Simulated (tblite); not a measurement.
# Saddle-point search of C4H10BFN2

- system: C4H10BFN2, SMILES C=C(B(N)N)[C@H](C)F
- method: GFN2-xTB saddle search (eigenvector following) and harmonic vibrations, gas phase (tblite 0.8.0)

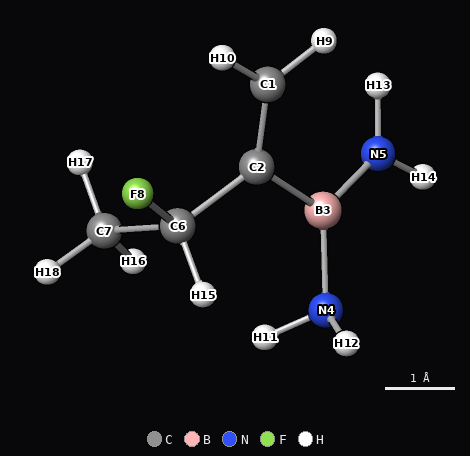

Figure 1. The structure as given in the input (ball-and-stick view, seen at a tilt; atoms are numbered from 1 in the order of the input).

### The input
```
{"job": {"xc": "GFN2-xTB", "basis": "xTB", "kind": "saddle"}, "charge": 0, "multiplicity": 1}
C     -0.376911     1.846312     0.769852
C     -0.195609     0.566354     0.456783
B      1.203425    -0.067689     0.094883
N      1.396750    -1.521140     0.252258
N      2.232738     0.749338    -0.361729
C     -1.365806    -0.384057     0.460962
C     -1.790578    -0.749103    -0.957285
F     -2.464360     0.157881     1.117161
H      0.439819     2.549075     0.790545
H     -1.342984     2.239645     1.045215
H      0.758064    -2.068135    -0.309518
H      1.292192    -1.842022     1.205439
H      2.135510     1.742393    -0.486899
H      3.154281     0.416191    -0.593697
H     -1.097074    -1.287403     1.021389
H     -0.968669    -1.250728    -1.457127
H     -2.052216     0.152315    -1.507153
H     -2.654741    -1.408558    -0.928961
```

The first line tells a small driver script what to run in tblite; the rest is the geometry in Å.

Machine: 1 CPU thread, shared host.

Command:
```bash
OMP_NUM_THREADS=1 python <driver script> task.json out
```

### The program's output
```
step      E/eV     max force
  0    -693.02128   0.3664
  1    -693.05371   0.1509
  2    -693.06493   0.1060
  3    -693.06752   0.0908
  4    -693.06835   0.0816
  5    -693.06813   0.1676
  6    -693.06882   0.0089
  7    -693.06890   0.0093
  8    -693.06891   0.0010
lowest wavenumbers (cm-1): -387.2 39.6 56.4 136.7 174.2 194.4
```

### Trajectory as extended XYZ (Å, eV, eV/Å), 6 of the 9 frames kept, from step=0 to step=8
```
18
Properties=species:S:1:pos:R:3:forces:R:3 step=0 energy=-693.02128
C    -0.3769    1.8463    0.7699   -0.0490  -0.0090   0.0130
C    -0.1956    0.5664    0.4568   -0.0770   0.2940  -0.0340
B     1.2034   -0.0677    0.0949    0.1280   0.0980  -0.0120
N     1.3967   -1.5211    0.2523    0.3420  -0.0410  -0.1250
N     2.2327    0.7493   -0.3617   -0.1110  -0.2940   0.0840
C    -1.3658   -0.3841    0.4610   -0.0800   0.1740  -0.0130
C    -1.7906   -0.7491   -0.9573   -0.0320  -0.0030   0.0180
F    -2.4644    0.1579    1.1172    0.0390  -0.0790   0.0020
H     0.4398    2.5491    0.7905   -0.0060  -0.0250  -0.0100
H    -1.3430    2.2396    1.0452   -0.0130   0.0180   0.0180
H     0.7581   -2.0681   -0.3095    0.0670   0.0000   0.0240
H     1.2922   -1.8420    1.2054    0.0590   0.0480  -0.0210
H     2.1355    1.7424   -0.4869   -0.0490  -0.0360   0.0150
H     3.1543    0.4162   -0.5937   -0.0840  -0.0830   0.0390
H    -1.0971   -1.2874    1.0214   -0.1240  -0.0500   0.0970
H    -0.9687   -1.2507   -1.4571   -0.0100   0.0150  -0.1000
H    -2.0522    0.1523   -1.5072    0.0170  -0.0160   0.0100
H    -2.6547   -1.4086   -0.9290   -0.0170  -0.0090  -0.0060
18
Properties=species:S:1:pos:R:3:forces:R:3 step=2 energy=-693.06493
C    -0.3806    1.8313    0.8176    0.0020  -0.0160  -0.0020
C    -0.2167    0.5573    0.4742   -0.0120   0.0340   0.0070
B     1.1898   -0.0806    0.1120    0.0540  -0.0220  -0.0030
N     1.5027   -1.5092    0.3227   -0.0250   0.0000  -0.0460
N     2.1894    0.7186   -0.4174   -0.0570  -0.0180   0.0120
C    -1.4049   -0.3732    0.4426   -0.0050   0.0090   0.0000
C    -1.8081   -0.7084   -0.9908   -0.0060   0.0010   0.0090
F    -2.5079    0.1742    1.0841    0.0070  -0.0040  -0.0030
H     0.4507    2.5158    0.8593   -0.0080  -0.0110  -0.0010
H    -1.3413    2.2362    1.0965    0.0000   0.0000   0.0000
H     0.9185   -2.1369   -0.2171    0.0680   0.0590   0.0560
H     1.4194   -1.7953    1.2897    0.0060   0.0160  -0.0310
H     2.0887    1.7015   -0.6094   -0.0050  -0.0610   0.0140
H     3.0998    0.3543   -0.6411   -0.0060  -0.0060   0.0030
H    -1.1786   -1.2928    1.0019   -0.0140   0.0110  -0.0020
H    -0.9737   -1.1726   -1.5081   -0.0010   0.0020  -0.0110
H    -2.0834    0.2056   -1.5118    0.0000   0.0020   0.0000
H    -2.6598   -1.3852   -0.9928    0.0010   0.0030  -0.0010
18
Properties=species:S:1:pos:R:3:forces:R:3 step=3 energy=-693.06752
C    -0.3757    1.8173    0.8482    0.0080  -0.0150  -0.0030
C    -0.2202    0.5476    0.4859   -0.0060   0.0070   0.0050
B     1.1871   -0.0901    0.1192    0.0560   0.0260  -0.0200
N     1.5309   -1.5047    0.3639   -0.0130   0.0220   0.0270
N     2.1629    0.7066   -0.4577   -0.0790  -0.0290   0.0340
C    -1.4163   -0.3722    0.4309    0.0060   0.0010  -0.0060
C    -1.8053   -0.6892   -1.0109   -0.0030   0.0030   0.0090
F    -2.5224    0.1791    1.0637    0.0060   0.0000  -0.0020
H     0.4616    2.4932    0.9059   -0.0080  -0.0110  -0.0010
H    -1.3347    2.2260    1.1276    0.0010  -0.0010   0.0010
H     0.9503   -2.1564   -0.1468    0.0170   0.0050   0.0140
H     1.4736   -1.7673    1.3402   -0.0010   0.0270  -0.0580
H     2.0440    1.6817   -0.6749   -0.0050  -0.0410   0.0080
H     3.0735    0.3480   -0.6877    0.0140  -0.0070  -0.0020
H    -1.2066   -1.2990    0.9848   -0.0010   0.0080  -0.0090
H    -0.9667   -1.1479   -1.5267    0.0000   0.0000   0.0020
H    -2.0736    0.2322   -1.5228    0.0010  -0.0030   0.0040
H    -2.6585   -1.3642   -1.0305    0.0070   0.0090   0.0000
18
Properties=species:S:1:pos:R:3:forces:R:3 step=5 energy=-693.06813
C    -0.3682    1.7922    0.9042    0.0050   0.0140   0.0070
C    -0.2245    0.5328    0.5059   -0.0050  -0.0160  -0.0120
B     1.1814   -0.1004    0.1264    0.1010   0.0990  -0.0900
N     1.5592   -1.4939    0.4271    0.0320   0.0800   0.0220
N     2.1179    0.6865   -0.5285   -0.0990  -0.0750   0.0820
C    -1.4277   -0.3739    0.4119    0.0070  -0.0050  -0.0110
C    -1.7889   -0.6605   -1.0438    0.0050  -0.0070  -0.0010
F    -2.5410    0.1769    1.0320    0.0090  -0.0010  -0.0040
H     0.4778    2.4547    0.9857   -0.0100  -0.0060  -0.0020
H    -1.3237    2.2033    1.1911   -0.0020   0.0030   0.0030
H     0.9623   -2.1738   -0.0195   -0.0430  -0.0710  -0.0310
H     1.5485   -1.7037    1.4162    0.0090   0.0060  -0.0030
H     1.9683    1.6471   -0.7876   -0.0060  -0.0410   0.0160
H     3.0292    0.3379   -0.7734   -0.0090  -0.0040   0.0050
H    -1.2387   -1.3130    0.9528    0.0020   0.0100  -0.0090
H    -0.9453   -1.1244   -1.5486   -0.0210   0.0100   0.0190
H    -2.0302    0.2743   -1.5456    0.0000  -0.0170   0.0080
H    -2.6525   -1.3213   -1.0942    0.0220   0.0210   0.0010
18
Properties=species:S:1:pos:R:3:forces:R:3 step=6 energy=-693.06882
C    -0.3717    1.8007    0.8840    0.0000  -0.0020   0.0000
C    -0.2237    0.5384    0.4959    0.0000   0.0010   0.0000
B     1.1825   -0.0962    0.1205    0.0060   0.0020  -0.0030
N     1.5505   -1.4951    0.4071   -0.0040  -0.0020   0.0010
N     2.1337    0.6917   -0.5025   -0.0070  -0.0020   0.0030
C    -1.4229   -0.3740    0.4169    0.0000   0.0000  -0.0010
C    -1.7974   -0.6682   -1.0331   -0.0010   0.0010   0.0010
F    -2.5323    0.1739    1.0465    0.0000   0.0000  -0.0010
H     0.4707    2.4685    0.9560   -0.0010  -0.0010   0.0000
H    -1.3281    2.2101    1.1711    0.0000   0.0000   0.0000
H     0.9676   -2.1749   -0.0621    0.0040   0.0050   0.0050
H     1.5215   -1.7187    1.3929    0.0000   0.0040  -0.0080
H     1.9951    1.6565   -0.7490    0.0000  -0.0060   0.0010
H     3.0452    0.3387   -0.7393   -0.0010   0.0000   0.0000
H    -1.2233   -1.3098    0.9588    0.0000   0.0010  -0.0010
H    -0.9578   -1.1322   -1.5426    0.0000   0.0000   0.0000
H    -2.0468    0.2626   -1.5372    0.0000  -0.0010   0.0010
H    -2.6589   -1.3312   -1.0718    0.0010   0.0010   0.0000
18
Properties=species:S:1:pos:R:3:forces:R:3 step=8 energy=-693.06891
C    -0.3694    1.7952    0.9015    0.0000   0.0000   0.0000
C    -0.2252    0.5363    0.5012    0.0000   0.0000   0.0000
B     1.1797   -0.0979    0.1202    0.0010   0.0000   0.0000
N     1.5559   -1.4913    0.4215    0.0000   0.0000   0.0000
N     2.1210    0.6862   -0.5217   -0.0010   0.0000   0.0000
C    -1.4261   -0.3727    0.4122    0.0000   0.0000   0.0000
C    -1.7906   -0.6632   -1.0410    0.0000   0.0000   0.0000
F    -2.5385    0.1767    1.0349    0.0000   0.0000   0.0000
H     0.4754    2.4591    0.9799    0.0000   0.0000   0.0000
H    -1.3245    2.2047    1.1926    0.0000   0.0000   0.0000
H     0.9724   -2.1795   -0.0342    0.0000   0.0000   0.0000
H     1.5346   -1.7016    1.4103    0.0000   0.0000  -0.0010
H     1.9752    1.6472   -0.7781    0.0000  -0.0010   0.0000
H     3.0320    0.3348   -0.7631    0.0000   0.0000   0.0000
H    -1.2325   -1.3101    0.9536    0.0000   0.0000   0.0000
H    -0.9489   -1.1300   -1.5446    0.0000   0.0000   0.0000
H    -2.0323    0.2693   -1.5457    0.0000   0.0000   0.0000
H    -2.6546   -1.3225   -1.0874    0.0000   0.0000   0.0000
```

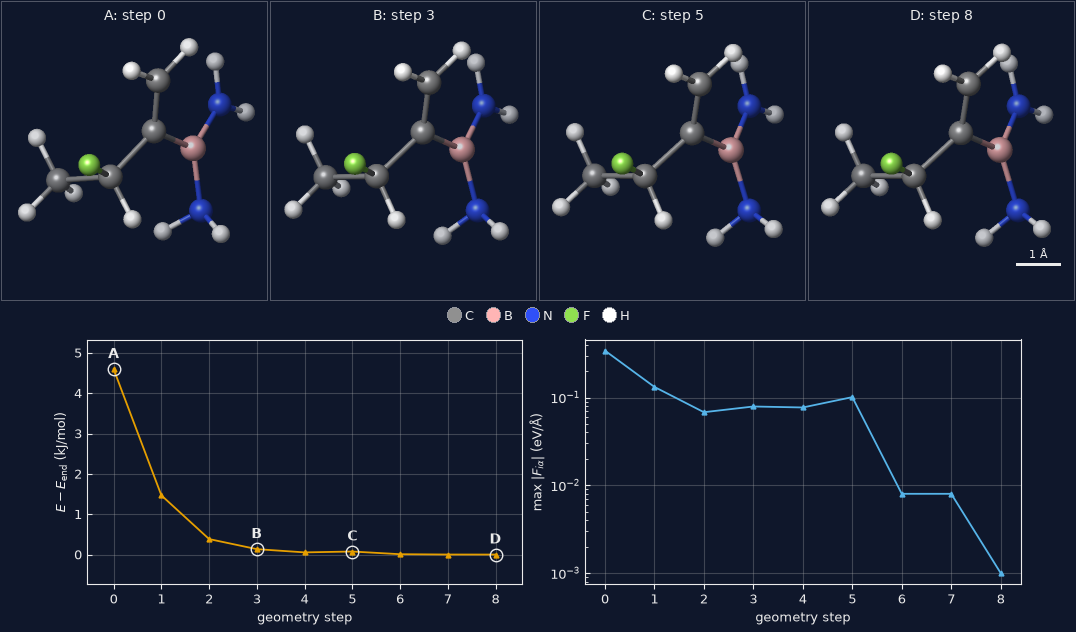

Figure 2. Frames of the saddle-point search (ball-and-stick view, seen at a tilt) above the curves, on which the letters mark them (steps are counted from 0).

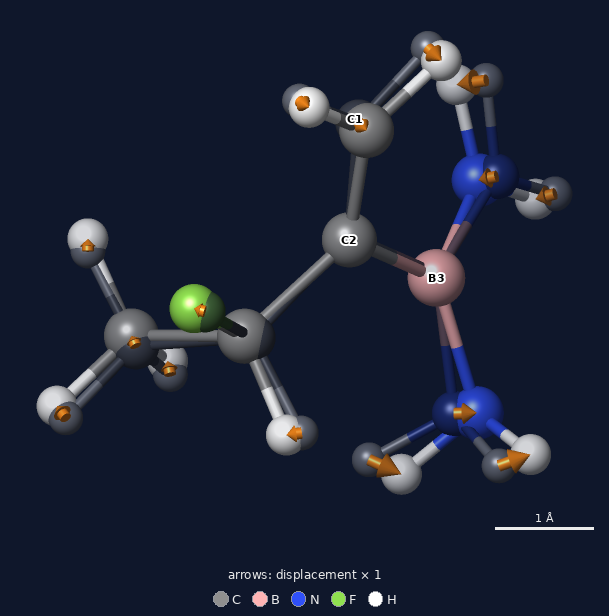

Figure 3. Start (faint) and end (solid) with the displacements as orange arrows, at true length (ball-and-stick view, seen at a tilt). The two geometries are laid on each other by the best rigid fit. The atom that moves furthest after the best rigid fit is H11 (0.37 Å). Largest moves by element: H 0.37 Å, N 0.24 Å, C 0.14 Å, F 0.11 Å, B 0.05 Å. Among the contacts that change: C2–B3 1.578 → 1.588 Å, B3–N5 1.391 → 1.383 Å. Among the angles that change: C2–B3–N4 119.2° → 123.7°, N4–B3–N5 121.1° → 117.2°. After 8 geometry steps the energy has fallen by 4.60 kJ/mol. Largest force component: 0.34 eV/Å at the start, 0.001 eV/Å at the end. (Atoms are counted from 1 in the order of the input.)

### Results in brief

| quantity | value |
| --- | --- |
| outcome | converged |
| total energy | −693.0689 eV |
| point group | C1 |
| wall time | 4.7 s |
| peak memory | 0.19 GiB |
